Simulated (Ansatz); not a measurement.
**A computed series for CaO: carrier doping**

Start from CaO in the rock salt structure (space group Fm-3m, No. 225; a = 4.767 Å).

Carriers are added at fixed cell with a uniform background; the Fermi–Dirac width is that of 300 K.

Computed with plane-wave PAW DFT at the PBEsol level (Ansatz, an electronic-structure program, 420 eV), no SOC.

Notes on the quantities. Fermi level from band edge: Fermi level relative to the doped band's edge (positive inside the band; to 0.05 eV).

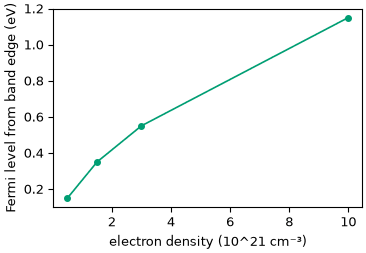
Fig. 1. Fermi level from band edge against electron density

Question: From the plot, what is the Fermi level from band edge for electrons 1.0×10^22 cm⁻³?

Answer: About 1.15 eV.

Question: Is the trend monotonic over the range shown?

Answer: Yes, it rises throughout, spanning +0.15 eV to +1.15 eV.

Carriers are added with a uniform compensating background; total energy and stress of such cells depend on the potential's zero and are not compared; many-body gap narrowing is missing at this level. Stability against distortions was not tested.
